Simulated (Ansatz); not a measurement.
# AlP2H (triplet): the correlation ladder at a displaced geometry (v2), cc-pVDZ

Aim: climb from Hartree-Fock through coupled cluster for AlP2H (triplet) at one geometry and basis, and see what each rung misses.

Program: Ansatz 0.2.0, Gaussian basis. Level of theory: cc-pVDZ, core rule «outside noble gas», up to 15 orbitals frozen. These are calculated values, not measurements.

Plan: UHF; CCSD(T) on ROHF; CCSD(T) on UHF; BCCD(T) on ROHF; CISD; CCSDT(Q) on ROHF; CCSDT(Q) on UHF.

30 further runs of the same task are left out: 4 for a known fault of the program, 9 that didn't finish, 17 set aside as unsound or not needed.

### Step 1. What is computed

The geometry is a PBE0/def2-TZVP stationary point (not a proven minimum) with its atoms shifted at random (size 0.100 Å).

4 atoms, charge 0, spin multiplicity 3.

Atoms are counted from 1 here; the program's logs count them from 0.

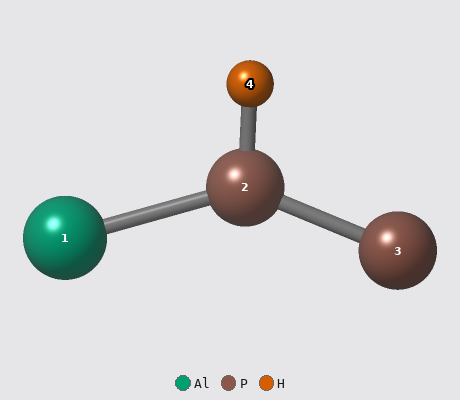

The structure; aluminium teal, phosphorus brown, hydrogen orange; atoms are numbered from 1 in the order of the file.

### Step 2. UHF

in.yaml

```yaml
crystal:
  periodic: [false, false, false]
  atoms:
    - {symbol: Al, position_ang: [0.087233, -0.256343, 2.262593]}
    - {symbol: P, position_ang: [-0.077641, 0.450318, -0.001739]}
    - {symbol: P, position_ang: [-0.001020, -0.284933, -1.968203]}
    - {symbol: H, position_ang: [0.082088, 1.779765, -0.031470]}
basis:
  gaussian: {orbitals: cc-pVDZ}
magnetization: {spin_polarized: true, initial_magnetization: 2}
hamiltonian: {xc: hf}
output: {orbitals: {seedname: orbitals}}
```

Run with:

```console
> ansatz run in.yaml --threads 1 --pin off --events-out ev --progress --plain --max-ram 2393MiB
```

Further steps of the session: CCSD(T) on ROHF; CCSD(T) on UHF; BCCD(T) on ROHF; CISD; CCSDT(Q) on ROHF; CCSDT(Q) on UHF.

**Question.** What will the summary of the whole plan be? Wanted: UCCSDT(Q) below the RHF energy; RMP2 from UCCSDT(Q); UMP2 from UCCSDT(Q); RCCSD from UCCSDT(Q); RCCSD(T) from UCCSDT(Q); UCCSD(T) from UCCSDT(Q); RCCSDT(Q) from UCCSDT(Q); T1 diagnostic.

The runs gave:

| quantity | value |
| --- | --- |
| UCCSDT(Q) below the RHF energy | -8.3832 eV |
| RMP2 from UCCSDT(Q) | +153.6 kJ/mol |
| UMP2 from UCCSDT(Q) | +159.3 kJ/mol |
| RCCSD from UCCSDT(Q) | +37.7 kJ/mol |
| RCCSD(T) from UCCSDT(Q) | +7.4 kJ/mol |
| UCCSD(T) from UCCSDT(Q) | +7.5 kJ/mol |
| RCCSDT(Q) from UCCSDT(Q) | +0.2 kJ/mol |
| levels within 1 kcal/mol (43 meV) | RCCSDT, UCCSDT, RCCSDT(Q) |
| T1 diagnostic | 0.034 |

What this shows: RCCSD(T) lands +7.4 kJ/mol from the yardstick (0.9 % of the correlation energy). These misses are within one basis, not against nature; the frozen cores of restricted and unrestricted runs differ, which can shift their rows.
